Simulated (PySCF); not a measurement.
```xyz
7

Ta    0.0000    0.0000    0.0000
Br    0.0000    0.0000    2.5609
Br    0.0000    0.0000   -2.5609
Br    2.5609    0.0000    0.0000
Br    0.0000    2.5609    0.0000
Br   -2.5609    0.0000    0.0000
Br    0.0000   -2.5609    0.0000
```

Core potentials replace the inner electrons of Ta.

Method: PySCF 2.14.0, RKS BP86, Ta def2-SVP with ECP60, Br def2-SVP; non-relativistic Hamiltonian with scalar-relativistic core potentials where named; density fitting.

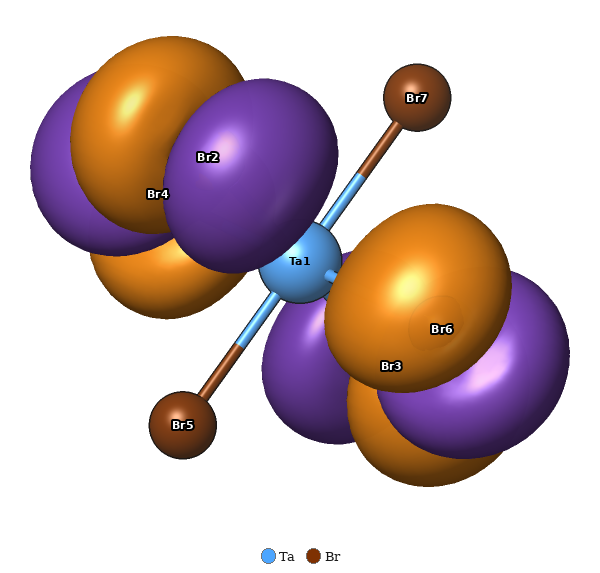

Br6Ta (charge −1). The HOMO at ±0.06 Å⁻³ᐟ² (orange and purple are the two phases), seen at an oblique angle.

Q: Describe this orbital and give its energy.

A: Its weight (Hirshfeld) is mainly on Br2 (about 25 %), Br3 (about 25 %), Br4 (about 25 %) and Br6 (about 25 %); it is gerade (even under inversion); largely a combination of lone pairs on Br2, Br3, Br4 and Br6. It is one of a degenerate set, so its orientation is arbitrary. Its energy is −2.80 eV.
